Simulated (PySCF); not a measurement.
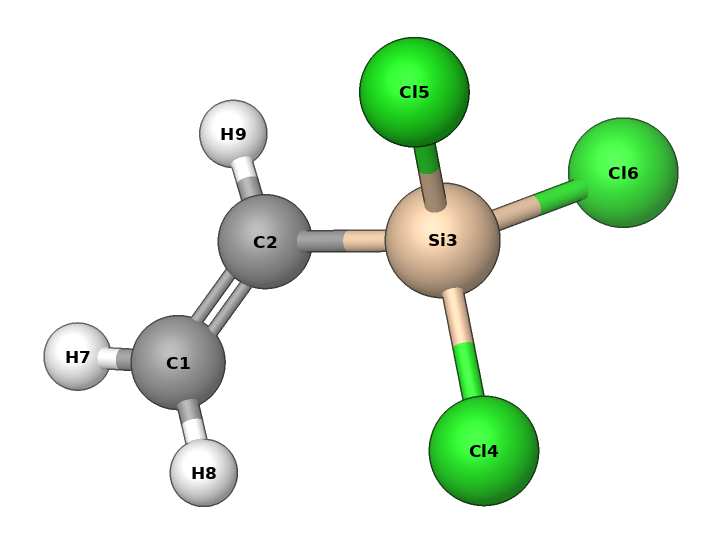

Computed geometry: GFN2-xTB optimisation. No frequency run is at hand to confirm it as a minimum. Properties computed with delta-SCF UKS SCAN, pcX-2 on the ionised atom, pcseg-1 elsewhere, spin-free X2C (PySCF 2.14.0).

Give the core-electron binding energies (to vacuum; p and d levels without spin–orbit splitting) of C1 1s, C2 1s, Si3 1s, Si3 2p, Cl4 1s, Cl4 2p.

```json
{"atom": "C1", "level": "1s", "binding energy (eV)": "291.1"}
{"atom": "C2", "level": "1s", "binding energy (eV)": "290.8"}
{"atom": "Si3", "level": "1s", "binding energy (eV)": "1849.3"}
{"atom": "Si3", "level": "2p", "binding energy (eV)": "109.4"}
{"atom": "Cl4", "level": "1s", "binding energy (eV)": "2829.2"}
{"atom": "Cl4", "level": "2p", "binding energy (eV)": "207.1"}
```

The geometry is semi-empirical. Around Si such bond lengths and angles can be off by a tenth of an ångström or more and by several degrees, and values that hang on the shape move with them.
